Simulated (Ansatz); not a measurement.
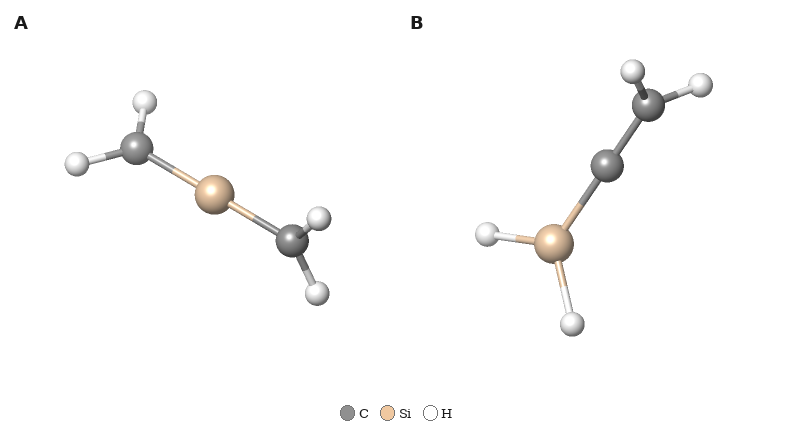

2 stationary structures of one formula. Geometries: PBE0-D4/def2-TZVP. Electronic energies: RHF-CCSD(T) (frozen core)/def2-TZVPP (Ansatz 0.2.0), without zero-point energy. No frequency run is at hand to confirm each as a minimum. Each is one conformer, not always the lowest.

### Which is lowest in energy, and by how much?

B is lowest (C2v); A lies 0.577 eV above it (D2d).
